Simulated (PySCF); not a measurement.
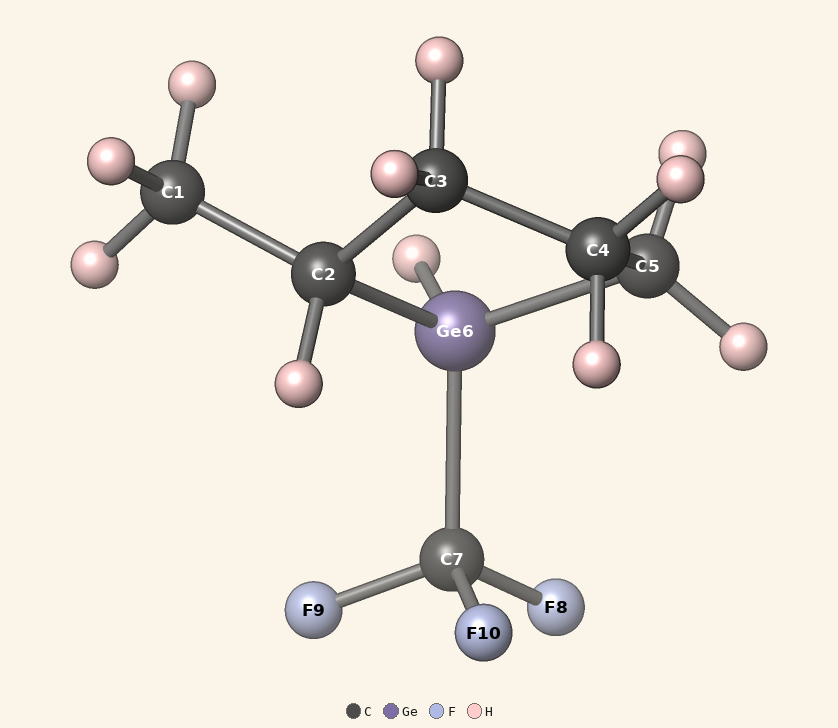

Depth is shown by fading: the farther an atom, the more it takes the colour of the background. The computed structure is the end point of a PBE0-D3(BJ)/def2-SVP optimisation. No frequency run is at hand to confirm it as a minimum.

**What is the conformation of the ring C2–C3–C4–C5–Ge6?**

It is a twist (half-chair). The Cremer–Pople amplitude Q is 0.44 Å.

**Give the torsion angles round the ring, beginning with the bond from its second to its third atom.**

53°, −39°, 15°, 12°, −37°.
